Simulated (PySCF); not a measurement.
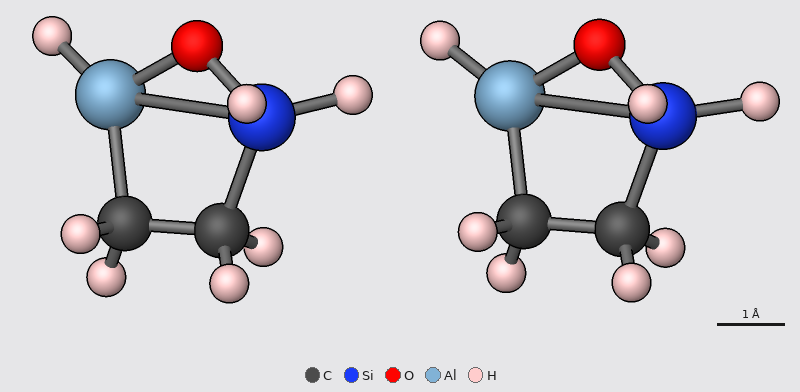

Two geometries of C2H7AlOSi, drawn at one scale. One is the start of a relaxation, the other its converged end. Style: ball-and-stick. Shown at a tilt.

Computed with PySCF 2.14.0, density-fitted response routines, PBE0-D3(BJ)/def2-SVP geometry optimisation, gas phase. 

Q: Which geometry has the lower energy?

A: The right one is the relaxed one. The start comes from GFN2-xTB. Its atoms were then displaced at random by about 0.01 Å. Over 6 geometry steps the energy falls by 15.3 kJ/mol. The largest move after the best rigid fit is that of an H atom, 0.20 Å. By element the largest moves are H 0.20 Å, O 0.10 Å, C 0.04 Å, Si 0.03 Å, Al 0.02 Å. Some distances before and after: Al–H 1.523 → 1.581 Å, Al–C 2.024 → 1.971 Å, H–Si 1.460 → 1.494 Å, O–Si 1.642 → 1.674 Å. Bond angles that change, for instance: Al–Si–H 123.8° → 130.9°, O–Si–H 105.6° → 111.0°, C–Al–H 141.1° → 136.3°. Cost: 32 s on 1 thread of Arm Neoverse V1, with other jobs on the host.
